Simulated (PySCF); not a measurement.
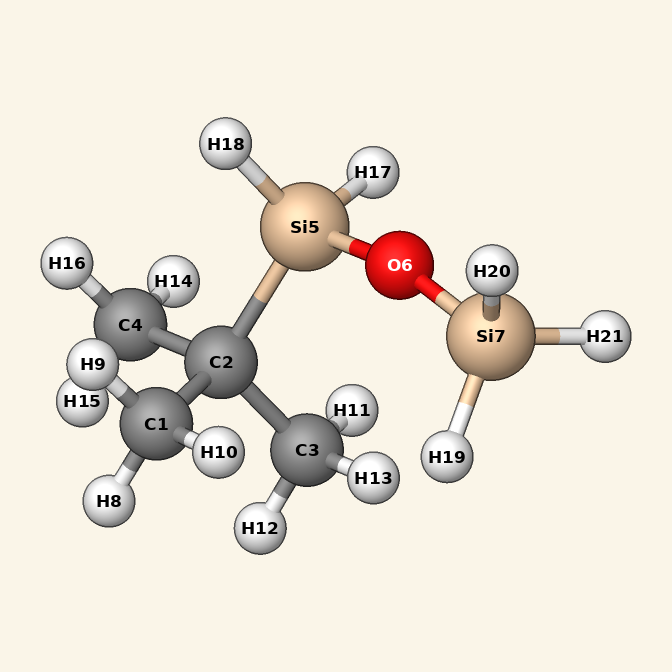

Every bond is drawn as one stick. Computed geometry: GFN2-xTB optimisation. No frequency run is at hand to confirm it as a minimum. Method: PBE0/pcSseg-1 (PySCF 2.14.0).

Which bond between heavy atoms has the lowest Mayer bond order?

Answer. C2–Si5, 0.83, at 1.915 Å.

List the Mayer bond orders of C1–C2, C2–C3, C2–C4, C2–Si5, Si5–O6, O6–Si7 (bonds between heavy atoms, one of each equivalent set).

| bond | Mayer order | length (Å) |
| --- | --- | --- |
| C1–C2 | 1.01 | 1.530 |
| C2–C3 | 1.01 | 1.530 |
| C2–C4 | 1.01 | 1.529 |
| C2–Si5 | 0.83 | 1.915 |
| Si5–O6 | 0.93 | 1.619 |
| O6–Si7 | 0.94 | 1.617 |

The geometry is semi-empirical. Around Si such bond lengths and angles can be off by a tenth of an ångström or more and by several degrees, and values that hang on the shape move with them.
